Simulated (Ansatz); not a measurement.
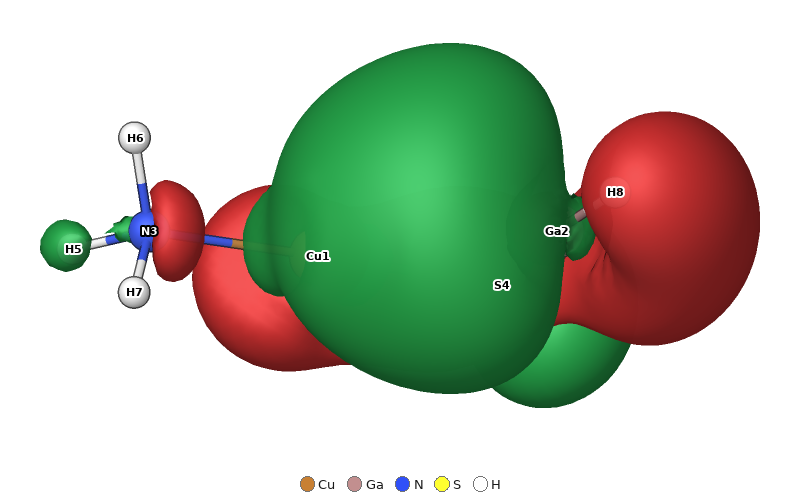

The picture shows: CuGaH4NS (charge +1). One frontier orbital at ±0.08 Å⁻³ᐟ² (green and red are the two phases), seen from one side.

Geometry: r2SCAN-D4/def2-SVP.

Method: Ansatz 0.2.0, isolated molecule in a Gaussian basis; Kohn-Sham density functional theory, functional PBE0.

Input

```
crystal:
  periodic: [false, false, false]
  atoms:
    - {symbol: Cu, position_ang: [-0.177637, -0.881924, -0.823950]}
    - {symbol: Ga, position_ang: [1.500451, 0.785791, -1.918331]}
    - {symbol: N, position_ang: [-0.377916, -1.479010, 1.014360]}
    - {symbol: S, position_ang: [-0.009946, -0.260276, -2.886553]}
    - {symbol: H, position_ang: [-1.151921, -2.146735, 1.112378]}
    - {symbol: H, position_ang: [-0.583051, -0.721830, 1.675117]}
    - {symbol: H, position_ang: [0.448572, -1.960173, 1.385058]}
    - {symbol: H, position_ang: [2.651981, 1.629113, -1.377713]}
basis:
  gaussian: {orbitals: def2-TZVPD}
total_charge: 1
hamiltonian: {xc: pbe0}
output: {forces: true, orbitals: {seedname: orbitals}}
```

Command:

```sh
ansatz run input.yaml --threads 2 --pin off --max-ram 4350MiB --events-out events.jsonl --progress --plain --runs-dir runs
```

**Which orbital is it: HOMO or LUMO?**

The LUMO, at −6.55 eV. By Hirshfeld shares it lies mainly on Ga2 (about 50 %), Cu1 (about 25 %), S4 (about 20 %) and H8 (about 5 %).
